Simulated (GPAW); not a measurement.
# CsH (Pm-3m): G0W0 on several meshes in GPAW

Aim: the GW shift of CsH (Pm-3m) against the k mesh.

Method: LDA and many-body steps on it, plane waves, in GPAW 26.7.0.

## (1) Starting point

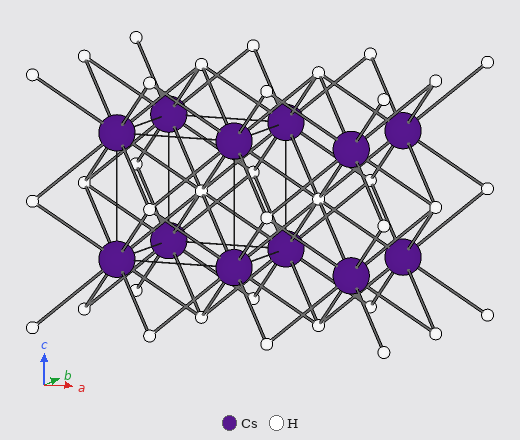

The cell as given, slightly off an axis (caesium purple, hydrogen white). 2×1×1 cells are drawn. Some periodic images of atoms are drawn too.

Coordinates:

```xyz
2
Lattice="3.8184 0.0000 0.0000 0.0000 3.8184 0.0000 0.0000 0.0000 3.8184" Properties=species:S:1:pos:R:3 pbc="T T T"
Cs    0.0000    0.0000    0.0000
H     1.9092    1.9092    1.9092
```

The cell and positions are those that the Materials Project relaxed with its own functionals (PBE, PBE+U or r2SCAN), kept fixed. Spin-orbit coupling is left out unless a step names it.

## (2) Empty states on the mesh, 4×4×4 mesh, 509 bands

This step: GPAW 26.7.0; DFT, LDA, plane waves, PAW.

The sums over transitions need many empty states on a uniform mesh; this step solves for them.

File run.py:

```python
import json
import numpy as np
from gpaw.mpi import world
from gpaw import GPAW

calc = GPAW('gs.gpw').fixed_density(kpts={'size': (4, 4, 4), 'gamma': True},
    parallel={'domain': 1, 'band': 1},
    txt='nscf.txt')
calc.diagonalize_full_hamiltonian(nbands=509)
calc.write('full.gpw', mode='all')
res = {}
kpts = calc.get_ibz_k_points()
res['kpts'] = kpts
res['eigenvalues'] = [calc.get_eigenvalues(kpt=k) for k in range(len(kpts))]
res['n_electrons'] = calc.get_number_of_electrons()

if world.rank == 0:
    with open('result.json', 'w') as f:
        json.dump(res, f, default=lambda x: x.tolist())
```

Started as:

```
mpirun -n 4 gpaw python run.py
```

Numbers of over 12 decimals in the logs are rounded to 6 here.

The log of the run:

```text
Diagonalizing LCAO Hamiltonian
Converting LCAO to pw mode
convergence criteria:
- Maximum integral of absolute [eigenst]ate change: 4e-08 eV^2 / valence electron
maximum number of iterations: 100

SCF iterations
|iter     |     time |      energy | eigst |  dens |
|iter:   1|  |             | +1.94 |       |
|iter:   2|  |             | +0.82 |       |
|iter:   3|  |             | +0.13 |       |
|iter:   4|  |             | -0.89 |       |
|iter:   5|  |             | -2.45 |       |
|iter:   6|  |             | -4.41 |       |
|iter:   7|  |             | -5.96 |       |
|iter:   8|  |             | -7.44c|       |
SCF steps: 8
  __  _  _
 | _ |_)|_||  |
 |__||  | ||/\| - 26.7.0

Input parameters:
  mode=PW(ecut=600.0),
  convergence={'density': 1e-06, 'bands': -3},
  gpts=array([24, 24, 24]),
  kpts=MonkhorstPack(size=(4, 4, 4), gamma=True),
  maxiter=100,
  nbands=12,
  occupations=Occupations(name='fermi-dirac', width=0.001, fixmagmom=False),
  parallel={'domain': 1, 'band': 1},
  xc=XC(name='LDA')
Matrix size: 1871x1871
# Writing to full.gpw (mode='all')
  [... matrices ...]

timing:  # [seconds]
  Total: 17.901  # ━━━━━━━━━━━━━━━━━━━━━━━━━━━━━━━━━━━━━━━━━━━━━━━━━━━━━━━━━━
```

Run time: 21 s. Hardware: 4 MPI ranks of Arm Neoverse V2, shared host; peak memory 1.8 GiB.

Numbers from this step:

```yaml
gap: 2.272 eV
k_of_the_valence_top: 0.5, 0.5, 0.5
k_of_the_conduction_bottom: 0.5, 0, 0
least_direct_gap: 2.457 eV
k_points_computed: 10
lowest_point_of_the_top_converged_band_above_the_valence_top: 240.1072 eV
```

On this mesh the gap is 2.272 eV.

## (3) 4×4×4

G0W0 replaces the xc potential by the self-energy, built once from these orbitals. Only a window of levels is corrected, while the sums run over the empty bands that the input names.

This step: G0W0 on LDA, plane waves, PAW.

File run.py:

```python
import json
import numpy as np
from gpaw.mpi import world
from gpaw.response.g0w0 import G0W0

gw = G0W0('full.gpw',
    filename='gw',
    kpts=[0, 4, 9],
    bands=(3, 7),
    ecut=75,
    nbands=82,
    integrate_gamma='WS',
    ppa=True)
gw.calculate()
res = {mode: {k: v for k, v in r.items() if k != 'sigma_eskwn'}
       for mode, r in gw.all_results.items()}

if world.rank == 0:
    with open('result.json', 'w') as f:
        json.dump(res, f, default=lambda x: x.tolist())
```

Started as:

```
mpirun -n 4 gpaw python run.py
```

The log of the run:

```text
Using integrator: PointIntegrator
FrequencyGridDescriptor(from 0.000+0.000j to 0.000+27.211j eV, 2 points)
Nonperiodic BCs:  [False False False]
Using integrator: PointIntegrator
FrequencyGridDescriptor(from 0.000+0.000j to 0.000+27.211j eV, 2 points)
Nonperiodic BCs:  [False False False]
  ___  _ _ _
 |   || | | |
 | | || | | |
 |__ ||_____|
 |___|

BZ k-points: Symmetries present (total): 48

  [... matrices ...]
64 k-points: 4 x 4 x 4 Monkhorst-Pack grid + [1/8,1/8,1/8]
10 k-points in the irreducible part of the Brillouin zone
       k-points in crystal coordinates                weights
   0:     0.00000000    0.00000000    0.00000000          1/64
   1:     0.25000000    0.00000000    0.00000000          6/64
   2:     0.25000000    0.25000000    0.00000000         12/64
   3:     0.25000000    0.25000000    0.25000000          8/64
   4:     0.50000000    0.00000000    0.00000000          3/64
   5:     0.50000000    0.25000000    0.00000000         12/64
   6:     0.50000000    0.25000000    0.25000000         12/64
   7:     0.50000000    0.50000000    0.00000000          3/64
   8:     0.50000000    0.50000000    0.25000000          6/64
   9:     0.50000000    0.50000000    0.50000000          1/64

Distributing spins, k-points and bands (1 x 3 x 4) over 4 processes
Number of blocks: 1

Quasi particle states:
k-points (IBZ indices): [0, 4, 9]
Band range: (3, 7)
  [... matrices ...]
Computational parameters:
Plane wave cut-off: 75 eV
Number of bands: 82
Coulomb cutoff: None
Broadening: 0.1 eV

fxc modes: GW
Kernel: RPA
Using Godby-Needs plasmon-pole approximation:
  Fitting energy: i*E0, E0 = 1.000 Hartree
Summing all q:

Calculating screened Coulomb potential
No Coulomb truncation
FrequencyGridDescriptor(from 0.000+0.000j to 0.000+27.211j eV, 2 points)
Removing empty qpoint cache files...

Calculating chi0 body with:
    Ground state adapter containing:
    Number of spins: 1
    Number of kpoints: 64
    Number of irreducible kpoints: 10
    Number of completely occupied states: 5
    Number of partially occupied states: 5
    Occupied states memory: 1.0546875 M / cpu

    Linear response parametrization:
    q_c: [0.0, 0.0, 0.0]
    Number of frequency points: 2
    Planewave cutoff: 75.0
    Number of bands: 82
    Number of planewaves: 81
    Broadening (eta): 1e-06
    comm.size: 4
    kncomm.size: 4
    blockcomm.size: 1

    Memory estimate of potentially large arrays:
        chi0_wGG: 0.200226 M / cpu
Integrating chi0 body.

Symmetries of q_c:
    Direct symmetries (Uq -> q): 48
    Indirect symmetries (TUq -> q): 0
In total 48 allowed symmetries.

  [... matrices ...]
10 groups of equivalent kpoints. 84.375% reduction.

Integral kind: response function
Integrating chi0 head and wings.

Symmetries of q_c:
    Direct symmetries (Uq -> q): 48
    Indirect symmetries (TUq -> q): 0
In total 48 allowed symmetries.

  [... matrices ...]
10 groups of equivalent kpoints. 84.375% reduction.

Integral kind: response function wings

Calculating chi0 body with:
    Ground state adapter containing:
    Number of spins: 1
    Number of kpoints: 64
    Number of irreducible kpoints: 10
    Number of completely occupied states: 5
    Number of partially occupied states: 5
    Occupied states memory: 1.0546875 M / cpu

    Linear response parametrization:
[... the further q-points ...]

Results:
f:      Occupation numbers
eps:     KS-eigenvalues [eV]
vxc:     KS vxc [eV]
exx:     Exact exchange [eV]
sigma:   Self-energies [eV]
dsigma:  Self-energy derivatives
Z:       Renormalization factors
qp:      QP-energies [eV]

k-point 0 (0): (0.000, 0.000, 0.000)                GW
band       f     eps     vxc     exx   sigma  dsigma       Z      qp
                                                                   GW
   3   1.000  -4.266 -17.592 -21.692   2.596  -0.248   0.802  -5.472
   4   1.000   1.548  -9.383 -12.963   1.973  -0.279   0.782   0.291
   5   0.000   6.758  -9.555  -4.679  -3.587  -0.200   0.834   7.833
   6   0.000   6.758  -9.555  -4.679  -3.587  -0.200   0.834   7.832

k-point 1 (4): (0.500, 0.000, 0.000)                GW
band       f     eps     vxc     exx   sigma  dsigma       Z      qp
                                                                   GW
   3   1.000  -4.106 -17.853 -21.897   2.569  -0.237   0.808  -5.299
   4   1.000   3.406 -10.766 -13.941   1.649  -0.265   0.790   2.200
[...]
k-point 2 (9): (0.500, 0.500, 0.500)                GW
band       f     eps     vxc     exx   sigma  dsigma       Z      qp
                                                                   GW
[...]
4   1.000   3.685  -9.769 -12.812   1.466  -0.270   0.788   2.444
   5   0.000   6.142  -8.504  -4.296  -3.250  -0.195   0.837   6.944
   6   0.000   6.142  -8.504  -4.296  -3.250  -0.195   0.837   6.944
```

The job ended after 19 s (4 MPI ranks; peak memory 1 GiB).

This step gave:

```yaml
g0w0_gap_on_the_points_computed: 4.412 eV
least_direct_g0w0_gap_on_the_computed_points: 4.500 eV
z_at_the_valence_top: 0.7876
z_at_the_conduction_bottom: 0.8378
starting_gap_on_the_mesh: 2.272 eV
k_of_the_valence_top: 0.5, 0.5, 0.5
k_of_the_conduction_bottom: 0.5, 0, 0
```

The gap on the mesh goes from 2.27 eV to 4.41 eV, a correction of +2.14 eV.

## (4) Empty states on the mesh, 6×6×6 mesh, 92 bands

This step: DFT, LDA, plane waves, PAW.

File run.py:

```python
import json
import numpy as np
from gpaw.mpi import world
from gpaw import GPAW

calc = GPAW('gs.gpw').fixed_density(kpts={'size': (6, 6, 6), 'gamma': True},
    nbands=107,
    convergence={'bands': 92},
    txt='nscf.txt')
calc.write('full.gpw', mode='all')
res = {}
kpts = calc.get_ibz_k_points()
res['kpts'] = kpts
res['eigenvalues'] = [calc.get_eigenvalues(kpt=k) for k in range(len(kpts))]
res['n_electrons'] = calc.get_number_of_electrons()

if world.rank == 0:
    with open('result.json', 'w') as f:
        json.dump(res, f, default=lambda x: x.tolist())
```

Started as:

```
mpirun -n 4 gpaw python run.py
```

The log of the run:

```text
Diagonalizing LCAO Hamiltonian
Converting LCAO to pw mode
convergence criteria:
- Maximum integral of absolute [eigenst]ate change: 4e-08 eV^2 / valence electron
maximum number of iterations: 100

SCF iterations
|iter     |     time |      energy | eigst |  dens |
|iter:   1|  |             | +4.59 |       |
|iter:   2|  |             | +3.37 |       |
|iter:   3|  |             | +2.23 |       |
[...]
|iter:  13|  |             | -6.88 |       |
|iter:  14|  |             | -7.24 |       |
|iter:  15|  |             | -7.58c|       |
SCF steps: 15
  __  _  _
 | _ |_)|_||  |
 |__||  | ||/\| - 26.7.0

Input parameters:
  mode=PW(ecut=600.0),
  convergence={'bands': 92},
  gpts=array([24, 24, 24]),
  kpts=MonkhorstPack(size=(6, 6, 6), gamma=True),
  maxiter=100,
  nbands=107,
  occupations=Occupations(name='fermi-dirac', width=0.001, fixmagmom=False),
  parallel={},
  xc=XC(name='LDA')
# Writing to full.gpw (mode='all')
  [... matrices ...]

timing:  # [seconds]
  Total: 0.035  # ━━━━━━━━━━━━━━━━━━━━━━━━━━━━━━━━━━━━━━━━━━━━━━━━━━━━━━━━━━━
```

Run time: 23 s. Hardware: 4 MPI ranks; peak memory 0.74 GiB; 90 s of CPU time.

Numbers from this step:

```
gap                                                           : 2.272 eV
k of the valence top                                          : 0.5, 0.5, 0.5
k of the conduction bottom                                    : 0.5, 0, 0
least direct gap                                              : 2.457 eV
k points computed                                             : 20
lowest point of the top converged band, above the valence top : 68.5627 eV
```

On this mesh the gap is 2.272 eV.

## (5) 6×6×6

This step: G0W0 on LDA, plane waves, PAW.

File run.py:

```python
import json
import numpy as np
from gpaw.mpi import world
from gpaw.response.g0w0 import G0W0

gw = G0W0('full.gpw',
    filename='gw',
    kpts=[0, 10, 19],
    bands=(3, 7),
    ecut=75,
    nbands=82,
    integrate_gamma='WS',
    ppa=True)
gw.calculate()
res = {mode: {k: v for k, v in r.items() if k != 'sigma_eskwn'}
       for mode, r in gw.all_results.items()}

if world.rank == 0:
    with open('result.json', 'w') as f:
        json.dump(res, f, default=lambda x: x.tolist())
```

Started as:

```
mpirun -n 4 gpaw python run.py
```

The log of the run:

```text
Using integrator: PointIntegrator
FrequencyGridDescriptor(from 0.000+0.000j to 0.000+27.211j eV, 2 points)
Nonperiodic BCs:  [False False False]
Using integrator: PointIntegrator
FrequencyGridDescriptor(from 0.000+0.000j to 0.000+27.211j eV, 2 points)
Nonperiodic BCs:  [False False False]
  ___  _ _ _
 |   || | | |
 | | || | | |
 |__ ||_____|
 |___|

BZ k-points: Symmetries present (total): 48

  [... matrices ...]
216 k-points: 6 x 6 x 6 Monkhorst-Pack grid + [1/12,1/12,1/12]
20 k-points in the irreducible part of the Brillouin zone
       k-points in crystal coordinates                weights
   0:     0.00000000    0.00000000    0.00000000          1/216
   1:     0.16666667    0.00000000    0.00000000          6/216
   2:     0.16666667    0.16666667    0.00000000         12/216
[...]
9:     0.33333333    0.33333333    0.33333333          8/216
          ...
  19:     0.50000000    0.50000000    0.50000000          1/216

Distributing spins, k-points and bands (1 x 3 x 4) over 4 processes
Number of blocks: 1

Quasi particle states:
k-points (IBZ indices): [0, 10, 19]
Band range: (3, 7)
  [... matrices ...]
Computational parameters:
Plane wave cut-off: 75 eV
Number of bands: 82
Coulomb cutoff: None
Broadening: 0.1 eV

fxc modes: GW
Kernel: RPA
Using Godby-Needs plasmon-pole approximation:
  Fitting energy: i*E0, E0 = 1.000 Hartree
Summing all q:

Calculating screened Coulomb potential
No Coulomb truncation
FrequencyGridDescriptor(from 0.000+0.000j to 0.000+27.211j eV, 2 points)
Removing empty qpoint cache files...

Calculating chi0 body with:
    Ground state adapter containing:
    Number of spins: 1
    Number of kpoints: 216
    Number of irreducible kpoints: 20
    Number of completely occupied states: 5
[...]
comm.size: 4
    kncomm.size: 4
    blockcomm.size: 1

    Memory estimate of potentially large arrays:
        chi0_wGG: 0.200226 M / cpu
Integrating chi0 body.

Symmetries of q_c:
    Direct symmetries (Uq -> q): 48
    Indirect symmetries (TUq -> q): 0
In total 48 allowed symmetries.

  [... matrices ...]
20 groups of equivalent kpoints. 90.740741% reduction.

Integral kind: response function
Integrating chi0 head and wings.

Symmetries of q_c:
    Direct symmetries (Uq -> q): 48
    Indirect symmetries (TUq -> q): 0
In total 48 allowed symmetries.

  [... matrices ...]
20 groups of equivalent kpoints. 90.740741% reduction.

Integral kind: response function wings

Calculating chi0 body with:
    Ground state adapter containing:
    Number of spins: 1
    Number of kpoints: 216
    Number of irreducible kpoints: 20
    Number of completely occupied states: 5
    Number of partially occupied states: 5
[... the further q-points ...]

Results:
f:      Occupation numbers
eps:     KS-eigenvalues [eV]
vxc:     KS vxc [eV]
exx:     Exact exchange [eV]
sigma:   Self-energies [eV]
dsigma:  Self-energy derivatives
Z:       Renormalization factors
qp:      QP-energies [eV]

k-point 0 (0): (0.000, 0.000, 0.000)                GW
band       f     eps     vxc     exx   sigma  dsigma       Z      qp
                                                                   GW
   3   1.000  -4.266 -17.592 -21.691   2.579  -0.241   0.806  -5.491
   4   1.000   1.548  -9.383 -12.955   1.957  -0.281   0.780   0.287
   5   0.000   6.758  -9.555  -4.678  -3.566  -0.197   0.835   7.853
[...]
k-point 1 (10): (0.500, 0.000, 0.000)                GW
band       f     eps     vxc     exx   sigma  dsigma       Z      qp
                                                                   GW
[...]
k-point 2 (19): (0.500, 0.500, 0.500)                GW
band       f     eps     vxc     exx   sigma  dsigma       Z      qp
                                                                   GW
[...]
5   0.000   6.142  -8.504  -4.314  -3.217  -0.193   0.838   6.957
   6   0.000   6.142  -8.504  -4.314  -3.217  -0.193   0.838   6.957
```

It took 71 s on 4 MPI ranks; peak memory 1.2 GiB; 4.7 min of CPU time.

This step gave:

```yaml
g0w0_gap_on_the_points_computed: 4.426 eV
least_direct_g0w0_gap_on_the_computed_points: 4.514 eV
z_at_the_valence_top: 0.7887
z_at_the_conduction_bottom: 0.8393
starting_gap_on_the_mesh: 2.272 eV
k_of_the_valence_top: 0.5, 0.5, 0.5
k_of_the_conduction_bottom: 0.5, 0, 0
```

Against G0W0 in GPAW (4×4×4 mesh, 82 bands, screening to 75 eV, Godby-Needs plasmon pole), the gap moves by +0.014 eV.

## (6) The runs together

Times are wall times on 4 MPI ranks of Arm Neoverse V2, shared host, good to a factor of about two.

```csv
run,mesh,bands,screening cutoff (eV),DFT gap (eV),gap on the mesh (eV),direct (eV),time
4×4×4,4×4×4,82,75,2.272,4.412,4.500,19 s
6×6×6,6×6×6,82,75,2.272,4.426,4.514,71 s
```

## (7) Results

| Property | Result |
| --- | --- |
| 4×4×4 | 4.412 eV |
| 6×6×6 | 4.426 eV |
| known limits | not at the basis limit; no spin-orbit coupling; coarse k mesh |

What this shows: 6×6×6: +0.014 eV against 4×4×4. Bands and cutoff are finite, so the gap is not at the basis limit. The miss can reach some tenths of an eV and take either sign; the mesh is an error of its own. These stock PAW sets were not made for GW. In the G0W0 runs levels were corrected at 3 k points alone, so a gap called «on the mesh» is the least over those, and an edge elsewhere would be missed. The 4×4×4 mesh is coarse for this cell, which bears on the long-range parts of exchange and screening. The many-body steps are scalar-relativistic: spin-orbit coupling is not in them.

[Paths, hosts, dates, memory and timing lines, banners, echoed tables and standing remarks are left out of the program output.]

[Logs are printed without paths, hosts, clocks, repeated set-up lines and the standing remarks that a program may print on its own settings, such as how far it seeks lower states.]

[Runs of the session that timed out or met a known fault of the program may be left out.]

[Hosts, paths, dates, database ids (printed as entryN), source tags and the programs' standing remarks are cut or masked in the printed files.]
